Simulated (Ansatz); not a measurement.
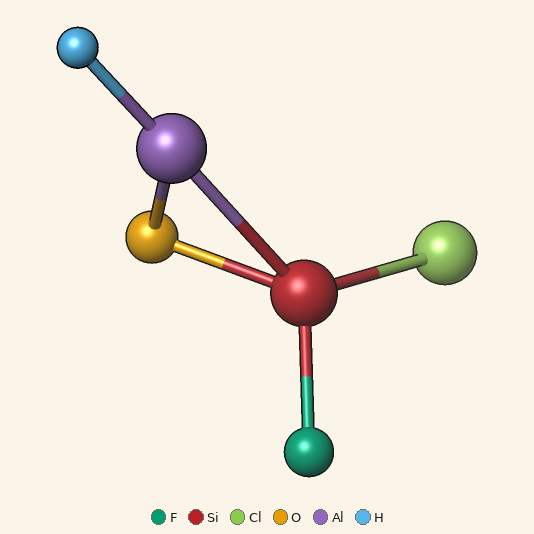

Rendered structure (ball-and-stick style). Every bond is drawn as one stick, whatever its order.

**What is the molecular formula?**

AlClFHOSi, 6 atoms: 1 aluminium, 1 chlorine, 1 fluorine, 1 hydrogen, 1 oxygen and 1 silicon.

**Name some functional groups or characteristic bonds that it holds.**

Among them: Si–O bond.

**What is its SMILES?**

F[Si@@]1(Cl)[O][AlH]1

**How many bonds of each kind are drawn?**

1 F–Si, 1 Cl–Si, 1 O–Si, 1 Al–O, 1 Al–Si, 1 Al–H.

The parts below concern this one geometry. Atoms keep their numbers from picture to picture. The geometry was computed by an optimisation with PBE0-D4/def2-TZVP.

**Shape**

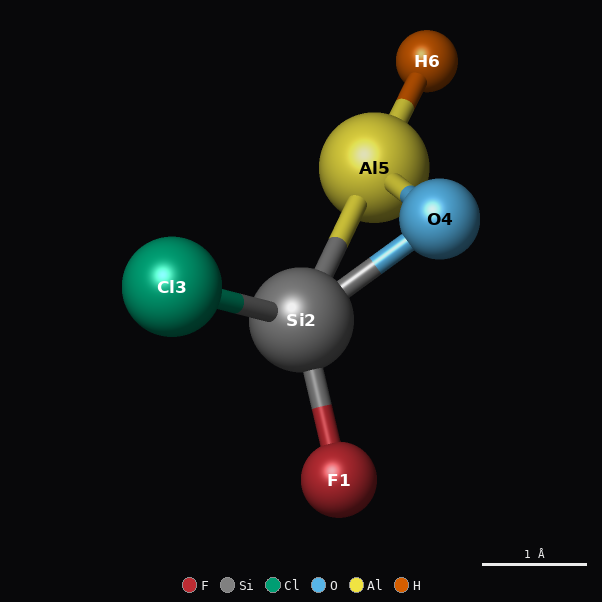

Give the bond lengths.

| bond | length (Å) |
| --- | --- |
| F1–Si2 | 1.589 |
| Si2–Cl3 | 2.042 |
| Si2–O4 | 1.654 |
| Si2–Al5 | 2.262 |
| O4–Al5 | 1.750 |
| Al5–H6 | 1.574 |

**Electronic properties**

Method: RKS B3LYP-D4/def2-TZVPP (Ansatz 0.2.0).

**Give the HOMO–LUMO gap at this level.**

4.63 eV.

**What is the HOMO energy (Kohn–Sham orbital)?**

−6.76 eV.

**Estimate the dipole moment.**

3.34 D.

**Thermal motion**

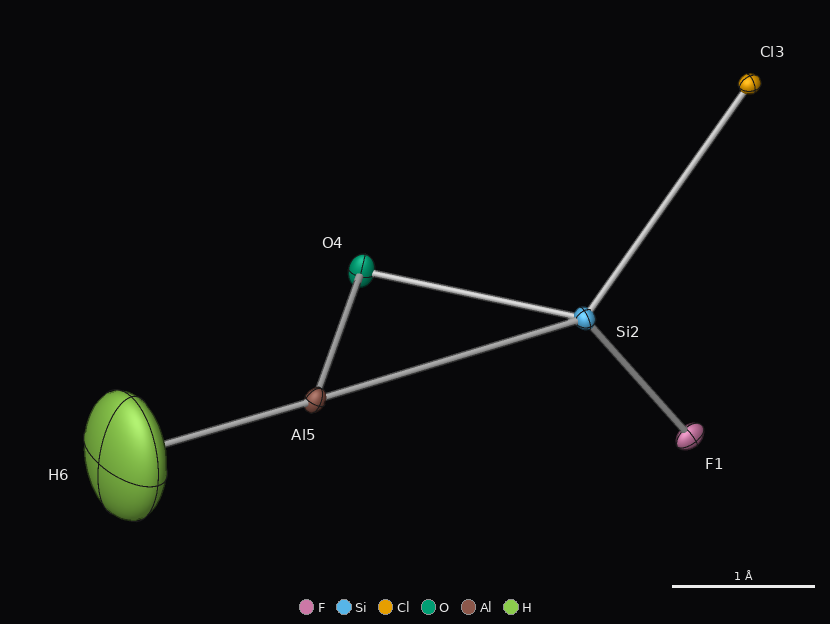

Displacement ellipsoids at the 50 % level, enlarged 1.5 times, from the internal vibrations of the free molecule (harmonic, no overall translation or rotation; no half-axis is drawn under 0.075 Å). Vibrations computed with RKS PBE0-D4/def2-TZVP (Ansatz 0.2.0). Temperature: 0 K (zero-point motion alone).

List U_eq and the three principal root-mean-square amplitudes for each kind of atom.

| atom | U_eq (Å²) | rms amplitudes (Å) |
| --- | --- | --- |
| F1 | 0.0017 | 0.032, 0.040, 0.050 |
| Si2 | 0.0012 | 0.027, 0.037, 0.038 |
| Cl3 | 0.00076 | 0.017, 0.026, 0.036 |
| O4 | 0.0021 | 0.035, 0.040, 0.059 |
| Al5 | 0.0011 | 0.021, 0.033, 0.043 |
| H6 | 0.0293 | 0.097, 0.179, 0.215 |

**Vibrations**

Harmonic vibrations computed with RKS PBE0-D4/def2-TZVP (Ansatz 0.2.0) at a stationary point of the same level.

**List the wavenumbers.**

12 modes: 126, 214, 242, 268, 405, 416, 472, 629, 706, 853, 952, 1966 cm⁻¹.

**Charges**

The questions are on Mulliken charges. Level of theory: RKS ωB97M-V/def2-TZVPP (Ansatz 0.2.0).

**Which atom carries the highest charge (most positive or least negative)?**

Si2 (0.67 e).

**And the lowest?**

O4 (−0.39 e).

Give the Mulliken charges atom by atom.

```
atom  value (e)
  F1      −0.28
 Si2       0.67
 Cl3      −0.19
  O4      −0.39
 Al5       0.24
  H6      −0.04
```

Mulliken values depend strongly on the basis set and can even reverse the polarity of a bond.
